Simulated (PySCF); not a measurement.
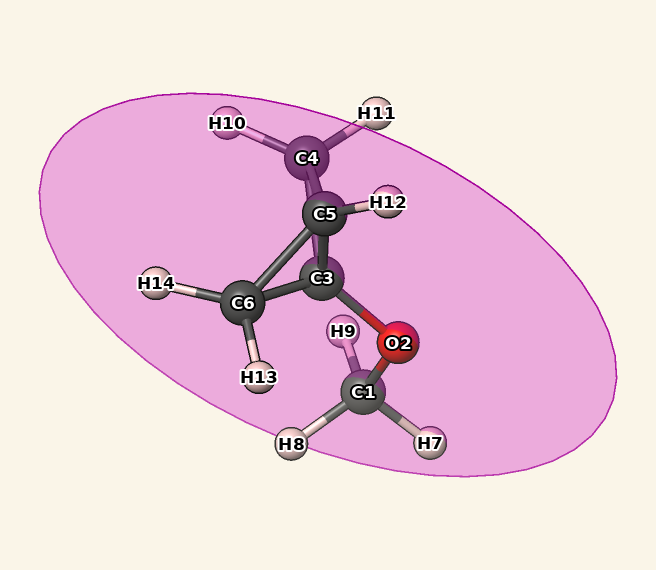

A disc through the centre of mass is drawn in. Distant atoms are faded towards the background colour. The geometry was computed by an optimisation with PBE0-D3(BJ)/def2-SVP. No frequency run is at hand to confirm it as a minimum.

Question: Is the plane of the disc a mirror plane of the structure?

Answer: Yes. The reflection leaves C1, O2, C3, C5, H7, H12 in place and moves C4 ↔ C6; H8 ↔ H9; H10 ↔ H14; H11 ↔ H13. The point group is Cs.
